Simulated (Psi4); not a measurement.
# HBr (hydrogen bromide): a chain of runs, part 2 of 2

Psi4 1.11.

### Step 4. The doublet cation: a geometry optimisation at U-r2SCAN/6-31G(d,p) (density fitting with def2-universal-jkfit, Cartesian functions) (run 3)

Input file brh.inp:

```
memory 1.6 GB

molecule {
  1 2
  Br    -0.577636     0.163240    -0.293651
  H      0.675301    -0.203754     0.275845
  symmetry c1
}

set basis 6-31G**
set reference uks
set df_basis_scf def2-universal-jkfit

optimize('r2scan')
print_variables()
```

Run with:

```
$ psi4 brh.inp brh.out -n 1
```

brh.out:

```text
Psi4 1.11 release

gradient() will perform analytic gradient computation.

   => Loading Basis Set <=

    Name: 6-31G**
    Role: ORBITAL
    Keyword: BASIS

         ---------------------------------------------------------
                                   SCF
                              UKS Reference
                        1 Threads,   1525 MiB Core
         ---------------------------------------------------------

  ==> Geometry <==

    Molecular point group: c1
    Full point group: C_inf_v

    Geometry (in Angstrom), charge = 1, multiplicity = 2:

       Center              X                  Y                   Z               Mass
    ------------   -----------------  -----------------  -----------------  -----------------
         BR           0.000000000000     0.000000000000    -0.017960663250    78.918337600000
         H           -0.000000000000    -0.000000000000     1.406420400939     1.007825032230

  Running in c1 symmetry.

  Rotational constants: A = ************  B =      8.34968  C =      8.34968 [cm^-1]
  Rotational constants: A = ************  B = 250317.20982  C = 250317.20982 [MHz]
  Nuclear repulsion =   13.002982726389803

  Charge       = 1
  Multiplicity = 2
  Electrons    = 35
  Nalpha       = 18
  Nbeta        = 17

  ==> Algorithm <==

  SCF Algorithm Type is DF.
  DIIS enabled.
  MOM disabled.
  Fractional occupation disabled.
  Guess Type is SAD.
  Energy threshold   = 1.00e-08
  Density threshold  = 1.00e-08
  Integral threshold = 1.00e-12

  ==> Primary Basis <==

  Basis Set: 6-31G**
    Blend: 6-31G**
    Number of shells: 15
    Number of basis functions: 40
    Number of Cartesian functions: 40
    Spherical Harmonics?: false
    Max angular momentum: 2

  ==> DFT Potential <==

   => LibXC <=

    Version 7.1.2

   => Composite Functional: R2SCAN <=

    r2SCAN Meta-GGA XC Functional  (0.1021/acs.jpclett.0c02405)

    Deriv               =              1
    GGA                 =           TRUE
    Meta                =           TRUE

    Exchange Hybrid     =          FALSE
    MP2 Hybrid          =          FALSE

   => Exchange Functionals <=

    1.0000   XC_MGGA_X_R2SCAN

   => Correlation Functionals <=

    1.0000   XC_MGGA_C_R2SCAN

   => LibXC Density Thresholds  <==

    XC_MGGA_C_R2SCAN:  1.00E-15
    XC_MGGA_X_R2SCAN:  1.00E-11

   => Molecular Quadrature <=

    Radial Scheme          =       TREUTLER
    Pruning Scheme         =           NONE
    Nuclear Scheme         =       TREUTLER

    Blocking Scheme        =         OCTREE
    BS radius alpha        =              1
    Pruning alpha          =              1
    Radial Points          =             75
    Spherical Points       =            302
    Total Points           =          42447
    Total Blocks           =            379
    Max Points             =            255
    Max Functions          =             40
    Weights Tolerance      =       1.00E-15

   => Loading Basis Set <=

    Name: DEF2-UNIVERSAL-JKFIT
    Role: JKFIT
    Keyword: DF_BASIS_SCF

  ==> Integral Setup <==

  DFHelper Memory: AOs need 0.007 GiB; user supplied 1.017 GiB.
  SCF_SUBTYPE=INCORE selected. In-core MEM_DF algorithm will be used.
  Using in-core AOs.

  ==> MemDFJK: Density-Fitted J/K Matrices <==

    J tasked:                   Yes
    K tasked:                    No
    wK tasked:                   No
    Memory [MiB]:              1041
    Algorithm:                 Core
    Schwarz Cutoff:           1E-12
    Mask sparsity (%):       0.0000
    Fitting Condition:        1E-10

   => Auxiliary Basis Set <=

  Basis Set: DEF2-UNIVERSAL-JKFIT
    Blend: DEF2-UNIVERSAL-JKFIT
    Number of shells: 66
    Number of basis functions: 391
    Number of Cartesian functions: 391
    Spherical Harmonics?: false
    Max angular momentum: 5

  Cached 100.0% of DFT collocation blocks in 0.100 [GiB].

  Minimum eigenvalue in the overlap matrix is 7.2575753626E-04.
  Reciprocal condition number of the overlap matrix is 1.4270957616E-04.
    Using symmetric orthogonalization.

  ==> Pre-Iterations <==

  SCF Guess: Superposition of Atomic Densities via on-the-fly atomic UHF (no occupation information).

   -------------------------
    Irrep   Nso     Nmo
   -------------------------
     A         40      40
   -------------------------
    Total      40      40
   -------------------------

  ==> Iterations <==

                           Total Energy        Delta E     RMS |[F,P]|

   @DF-UKS iter SAD: -2572.94596287627701   -2.57295e+03   0.00000e+00
[... 2 lines left out ...]
   @DF-UKS iter   3: -2573.99855624431802   -1.98087e-01   1.55438e-03 DIIS/ADIIS
[... 2 lines left out ...]
   @DF-UKS iter   6: -2574.00013002211244   -4.97433e-06   7.90804e-06 DIIS
[... 2 lines left out ...]
   @DF-UKS iter   9: -2574.00013019305879   -4.87444e-09   5.52587e-07 DIIS
[... 2 lines left out ...]
   @DF-UKS iter  12: -2574.00013048155461   -2.68958e-07   2.42673e-06 DIIS
[... 2 lines left out ...]
   @DF-UKS iter  15: -2574.00013048466781   -2.80206e-08   3.52961e-07 DIIS
[... 2 lines left out ...]
   @DF-UKS iter  18: -2574.00013048830169    0.00000e+00   4.34887e-08 DIIS
[... 2 lines left out ...]
  Energy and wave function converged.
[... 10 lines left out ...]
   @S^2 Observed:                7.534426870E-01
[... 43 lines left out ...]
    Final Occupation by Irrep:
[... 11 lines left out ...]
    One-Electron Energy =               -3593.9497201385802327
[... 2 lines left out ...]
    Empirical Dispersion Energy =           0.0000000000000000
[... 25 lines left out ...]
 Dipole X            :          0.0000000           -0.0000000            0.0000000
[... 72 lines left out ...]
    Weights Tolerance      =       1.00E-15
[... 40 lines left out ...]
	   Step    Total Energy     Delta E     Max Force     RMS Force      Max Disp      RMS Disp   ~
[... 130 lines left out ...]
                           Total Energy        Delta E     RMS |[F,P]|
[... 3 lines left out ...]
   @DF-UKS iter   2: -2574.00039692352948   -2.39513e-05   2.01685e-04 DIIS/ADIIS
[... 2 lines left out ...]
   @DF-UKS iter   5: -2574.00043926567923   -3.22379e-08   1.12544e-06 DIIS
[... 2 lines left out ...]
   @DF-UKS iter   8: -2574.00043926647731   -1.45519e-11   7.86718e-09 DIIS
[... 10 lines left out ...]
   @S^2 Expected:                7.500000000E-01
[... 2 lines left out ...]
   @S   Observed:                5.000000000E-01
[... 12 lines left out ...]
    Nuclear Repulsion Energy =             12.6706319211644107
[... 2 lines left out ...]
    DFT Exchange-Correlation Energy =     -91.2912761621122968
[... 2 lines left out ...]
    Total Energy =                      -2574.0004392664773150
[... 25 lines left out ...]
 Dipole Z            :         -0.8251173            1.5083772            0.6832599
[... 75 lines left out ...]
	Measures of convergence in internal coordinates in au.
[... 67 lines left out ...]
    Weights Tolerance      =       1.00E-15
[... 22 lines left out ...]
   @DF-UKS iter   1: -2574.00046580790513    2.67245e-03   3.44781e-05 DIIS
[... 2 lines left out ...]
   @DF-UKS iter   4: -2574.00046708629498   -1.04978e-08   1.33675e-06 DIIS
[... 2 lines left out ...]
   @DF-UKS iter   7: -2574.00046708693208   -2.72848e-12   9.00547e-09 DIIS
[... 10 lines left out ...]
   @S^2 Expected:                7.500000000E-01
[... 2 lines left out ...]
   @S   Observed:                5.000000000E-01
[... 52 lines left out ...]
    Nuclear Repulsion Energy =             12.7165253962936227
[... 2 lines left out ...]
    DFT Exchange-Correlation Energy =     -91.2927217226448136
[... 2 lines left out ...]
    Total Energy =                      -2574.0004670869320762
[... 1 line left out ...]
  UHF NO Occupations:
  HONO-2 :   16  A 1.9997023
  HONO-1 :   17  A 1.9985811
  HONO-0 :   18  A 1.0000000
  LUNO+0 :   19  A 0.0014189
  LUNO+1 :   20  A 0.0002977
  LUNO+2 :   21  A 0.0000313
  LUNO+3 :   22  A 0.0000075

Computation Completed

Properties will be evaluated at   0.000000,   0.000000,   0.000000 [a0]

Properties computed using the SCF density matrix

 Multipole Moments:

 ------------------------------------------------------------------------------------
     Multipole            Electronic (a.u.)      Nuclear  (a.u.)        Total (a.u.)
 ------------------------------------------------------------------------------------

 L = 1.  Multiply by 2.5417464519 to convert [e a0] to [Debye]
 Dipole X            :          0.0000000           -0.0000000            0.0000000
 Dipole Y            :          0.0000000           -0.0000000            0.0000000
 Dipole Z            :         -0.8235807            1.5029335            0.6793528
 Magnitude           :                                                    0.6793528

 ------------------------------------------------------------------------------------

	total time  =          2 seconds =       0.03 minutes

         ------------------------------------------------------------
                                   SCF GRAD
         ------------------------------------------------------------

  ==> Geometry <==

    Molecular point group: c1
    Full point group: C_inf_v

    Geometry (in Angstrom), charge = 1, multiplicity = 2:

       Center              X                  Y                   Z               Mass
    ------------   -----------------  -----------------  -----------------  -----------------
         BR           0.000000000000     0.000000000000    -0.018365252042    78.918337600000
         H           -0.000000000000    -0.000000000000     1.438101966500     1.007825032230

  Nuclear repulsion =   12.716525396293623

   => Molecular Quadrature <=

    Radial Scheme          =       TREUTLER
    Pruning Scheme         =           NONE
    Nuclear Scheme         =       TREUTLER

    Blocking Scheme        =         OCTREE
    BS radius alpha        =              1
    Pruning alpha          =              1
    Radial Points          =             75
    Spherical Points       =            302
    Total Points           =          42452
    Total Blocks           =            377
    Max Points             =            256
    Max Functions          =             40
    Weights Tolerance      =       1.00E-15

  -Total Gradient:
     Atom            X                  Y                   Z
    ------   -----------------  -----------------  -----------------
       1        0.000000000001     0.000000000001     0.001284397465
       2       -0.000000000000     0.000000000000     0.001676846918

	total time  =          1 seconds =       0.02 minutes

    			-----------------------------------------

    			 OPTKING 3.0: for geometry optimizations

    			        with contributions from

    			-----------------------------------------

	                            ===> Fragment 1 <==

	 Z (Atomic Numbers)          Masses                          Geom
	      35.000000            78.918338          0.00000000  0.00000000 -0.03470530
	       1.000000             1.007825         -0.00000000 -0.00000000  2.71761886

	 - Coordinate -           - BOHR/RAD -       - ANG/DEG -
	 R(1,2)           =         2.752324           1.456467

	        --- Internal Coordinate Step in ANG or DEG, aJ/ANG or AJ/DEG ---
	-------------------------------------------------------------------------------
	           Coordinate      Previous         Force          Change          New
	           ----------      --------        ------          ------        ------
	               R(1,2)       1.45647       -0.00162       -0.00042       1.45604
	-------------------------------------------------------------------------------

	                                 ==> Convergence Check <==

	Measures of convergence in internal coordinates in au.

	Criteria marked as inactive (o), active & met (*), and active & unmet ( ).

	----------------------------------------------------------------------------------------------
	   Step    Total Energy     Delta E     Max Force     RMS Force      Max Disp      RMS Disp
	----------------------------------------------------------------------------------------------
	  Convergence Criteria     1.00e-06 *    3.00e-04 *             o    1.20e-03 *             o
	----------------------------------------------------------------------------------------------
	     3   -2574.00046709   -2.78e-05      1.96e-04 *    1.96e-04 o    8.00e-04 *    8.00e-04 o  ~
	----------------------------------------------------------------------------------------------

Next Geometry in Ang
	Fragment 1 (Ang)

	   Br   0.0000000000   0.0000000000  -0.0181535132
	    H  -0.0000000000  -0.0000000000   1.4378902276

    Final optimized geometry and variables:
    Molecular point group: c1
    Full point group: C_inf_v

    Geometry (in Angstrom), charge = 1, multiplicity = 2:

    BR           0.000000000000     0.000000000000    -0.018365252042
    H           -0.000000000000    -0.000000000000     1.438101966500

  Variable Map:
  ----------------------------------------------------------------------------
  "CURRENT ENERGY"              =>   -2574.000467086932
  "CURRENT REFERENCE ENERGY"    =>   -2574.000467086932
  "DD SOLVATION ENERGY"         =>       0.000000000000
  "DFT FUNCTIONAL TOTAL ENERGY" =>   -2574.000467086932
  "DFT TOTAL ENERGY"            =>   -2574.000467086932
  "DFT VV10 ENERGY"             =>       0.000000000000
  "DFT XC ENERGY"               =>     -91.292721722645
  "GRID ELECTRONS ALPHA"        =>      17.999999293044
  "GRID ELECTRONS BETA"         =>      16.999999298791
  "GRID ELECTRONS TOTAL"        =>      34.999998591835
  "NUCLEAR REPULSION ENERGY"    =>      12.716525396294
  "ONE-ELECTRON ENERGY"         =>   -3593.436106621168
  "OPTIMIZATION ITERATIONS"     =>       3.000000000000
  "PCM POLARIZATION ENERGY"     =>       0.000000000000
  "PE ENERGY"                   =>       0.000000000000
  "SCF ITERATION ENERGY"        =>   -2574.000467086932
  "SCF ITERATIONS"              =>       7.000000000000
  "SCF TOTAL ENERGY"            =>   -2574.000467086932
  "TWO-ELECTRON ENERGY"         =>    1098.011835860587
  "XC GRID RADIAL POINTS"       =>      75.000000000000
  "XC GRID SPHERICAL POINTS"    =>     302.000000000000
  "XC GRID TOTAL POINTS"        =>   42452.000000000000

  Array Variable Map:
  ----------------------------------------------------------------------------
  "CURRENT DIPOLE"              =>       0.000000000000 ... 0.679352758779 1 by 3
  "CURRENT GRADIENT"            =>       0.000000000001 ... 0.001676846918 2 by 3
  "DFT TOTAL GRADIENT"          =>       0.000000000001 ... 0.001676846918 2 by 3
  "SCF DIPOLE"                  =>       0.000000000000 ... 0.679352758779 1 by 3
  "SCF TOTAL ENERGIES"          =>   -2574.003138259154 ... -2574.000467086932 1 by 8
  "SCF TOTAL GRADIENT"          =>       0.000000000001 ... 0.001676846918 2 by 3

    Psi4 run time: 0:00:11.78

[set-up sections that repeat, and orbital energies of the middle runs, are left out above]
```

On the terminal:

```text
Optimizer: Optimization complete!
```

It took 13 s on 1 thread of AMD EPYC 7B13 (Zen 3), shared host; peak memory 0.33 GiB.

Step by step:

```csv
step,energy from the first frame kept (eV),largest force (eV/Å)
0,0.0000,0.8305
1,-0.0084,0.2002
2,-0.0092,0.0862
```

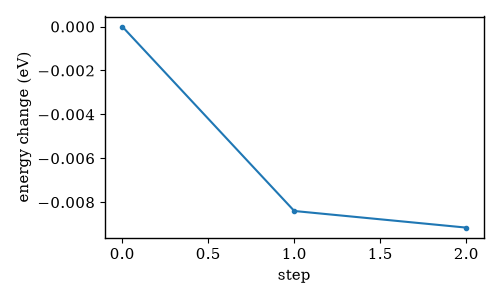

Energy along the run.

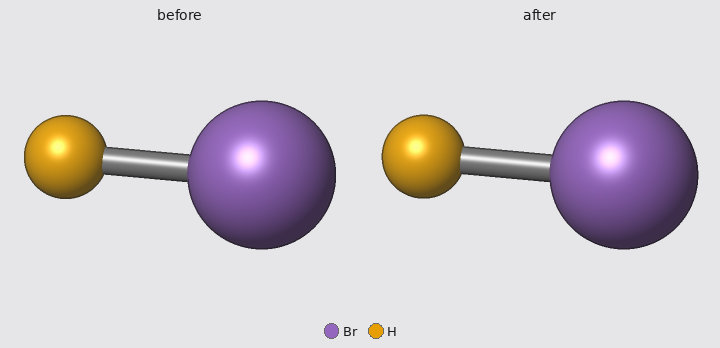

Before and after, at one scale.

After the run. Bond lengths: Br1–H2 1.456 Å.

### Step 5. A single-point energy at r2SCAN/6-31G(d,p) (density fitting with def2-universal-jkfit, Cartesian functions) (run 4)

Input file run.py:

```python
import psi4

psi4.set_memory('1600 MB')
psi4.set_num_threads(1)
psi4.core.set_output_file('psi4.out', False)

geom = psi4.geometry("""
0 1
Br
H 1 1.456467
symmetry c1
""")

psi4.set_options({
    'basis': '6-31G**',
    'df_basis_scf': 'def2-universal-jkfit',
})

energy_value = psi4.energy('r2scan')
print('E =', round(energy_value, 9))
for k, v in sorted(psi4.core.scalar_variables().items()):
    print(f'{k:45s} {v:18.10f}')
```

Run with:

```
$ python run.py
```

psi4.out, shortened:

```text
[...]
  Running in c1 symmetry.
[...]
  Nuclear repulsion =   12.716527304394814
[...]
  Multiplicity = 1
[...]
  Nalpha       = 18
  Nbeta        = 18
[...]
    Number of basis functions: 40
[...]
   @DF-RKS iter   1: -2574.07237046700811   -1.14528e+00   4.20783e-02 ADIIS/DIIS
[...]
   @DF-RKS iter   7: -2574.43185350743897   -1.72286e-08   6.83121e-07 DIIS
[...]
    Orbital Energies [Eh]
    ---------------------
    Doubly Occupied:
       1A   -482.236682     2A    -62.330437     3A    -56.115645
       4A    -56.111914     5A    -56.111914     6A     -8.656251
       7A     -6.463141     8A     -6.448725     9A     -6.448725
      10A     -2.539566    11A     -2.535466    12A     -2.535466
      13A     -2.524949    14A     -2.524948    15A     -0.757134
      16A     -0.421470    17A     -0.282082    18A     -0.282082
[...]
  @DF-RKS Final Energy: -2574.43185350743897
   => Energetics <=
    Nuclear Repulsion Energy =             12.7165273043948144
    One-Electron Energy =               -3607.2093816023270847
    Two-Electron Energy =                1111.6579644272796941
    DFT Exchange-Correlation Energy =     -91.5969636367863558
    Empirical Dispersion Energy =           0.0000000000000000
    VV10 Nonlocal Energy =                  0.0000000000000000
    Total Energy =                      -2574.4318535074389729
[...]
 Multipole Moments:
 ------------------------------------------------------------------------------------
     Multipole            Electronic (a.u.)      Nuclear  (a.u.)        Total (a.u.)
 ------------------------------------------------------------------------------------
 L = 1.  Multiply by 2.5417464519 to convert [e a0] to [Debye]
 Dipole X            :         -0.0000000            0.0000000           -0.0000000
 Dipole Y            :         -0.0000000            0.0000000           -0.0000000
 Dipole Z            :         -1.0429602            1.5029333            0.4599731
 Magnitude           :                                                    0.4599731
[...]
```

The script printed:

```text
E = -2574.431853507
CURRENT ENERGY                                  -2574.4318535074
CURRENT REFERENCE ENERGY                        -2574.4318535074
DD SOLVATION ENERGY                                 0.0000000000
DFT FUNCTIONAL TOTAL ENERGY                     -2574.4318535074
DFT TOTAL ENERGY                                -2574.4318535074
DFT VV10 ENERGY                                     0.0000000000
DFT XC ENERGY                                     -91.5969636368
GRID ELECTRONS ALPHA                               17.9999992920
GRID ELECTRONS BETA                                17.9999992920
GRID ELECTRONS TOTAL                               35.9999985840
NUCLEAR REPULSION ENERGY                           12.7165273044
ONE-ELECTRON ENERGY                             -3607.2093816023
PCM POLARIZATION ENERGY                             0.0000000000
PE ENERGY                                           0.0000000000
SCF ITERATION ENERGY                            -2574.4318535074
SCF ITERATIONS                                      7.0000000000
SCF TOTAL ENERGY                                -2574.4318535074
TWO-ELECTRON ENERGY                              1111.6579644273
XC GRID RADIAL POINTS                              75.0000000000
XC GRID SPHERICAL POINTS                          302.0000000000
XC GRID TOTAL POINTS                            42452.0000000000
```

Run time: 3.3 s. Hardware: 1 thread of AMD EPYC 7B13 (Zen 3), shared host; peak memory 0.31 GiB.

### Step 6. Outcome

The summary covers parts 1 to 2.

```
                                                               quantity           value
                         run 1, r2SCAN/6-31G**: total energy at the end  -2574.43241 Eh
                                   run 1, r2SCAN/6-31G**: dipole moment          1.16 D
                                     run 1, r2SCAN/6-31G**: HOMO energy        -7.69 eV
                                     run 1, r2SCAN/6-31G**: LUMO energy        -0.56 eV
                                   run 1, r2SCAN/6-31G**: HOMO–LUMO gap         7.13 eV
                                     run 1, r2SCAN/6-31G**: bond length         1.424 Å
                                    doublet cation, run 2: total energy  -2574.00013 Eh
              doublet cation, run 2: HOMO energy (highest over α and β)       -16.50 eV
               doublet cation, run 2: LUMO energy (lowest over α and β)       -15.62 eV
                                            doublet cation, run 2: ⟨S²⟩           0.753
                         doublet cation, run 3: total energy at the end  -2574.00047 Eh
              doublet cation, run 3: HOMO energy (highest over α and β)       -16.46 eV
               doublet cation, run 3: LUMO energy (lowest over α and β)       -15.58 eV
                                     doublet cation, run 3: bond length         1.456 Å
                                            doublet cation, run 3: ⟨S²⟩           0.754
                                    run 4, r2SCAN/6-31G**: total energy  -2574.43185 Eh
                                   run 4, r2SCAN/6-31G**: dipole moment          1.17 D
                                     run 4, r2SCAN/6-31G**: HOMO energy        -7.68 eV
                                     run 4, r2SCAN/6-31G**: LUMO energy        -0.85 eV
                                   run 4, r2SCAN/6-31G**: HOMO–LUMO gap         6.82 eV
adiabatic ionisation energy (to the doublet cation, no zero-point term)       11.754 eV
```

What this shows: The adiabatic ionisation energy (to the doublet cation, no zero-point term) is 11.75 eV (1134 kJ/mol). The optimisation (run 1, r2SCAN/6-31G**) took 4 steps and changed the energy by -0.062 eV. At r2SCAN/6-31G**: Experiment gives 0.83 D for the dipole moment (NIST CCCBDB), so the computed value is 0.33 D (40 %) too high. At r2SCAN/6-31G**: Experiment gives 1.414 Å for the bond length (Huber and Herzberg, Constants of Diatomic Molecules), so the computed value is 0.010 Å (0.7 %) too high. The optimisation (doublet cation, run 3) took 3 steps and changed the energy by -0.009 eV.
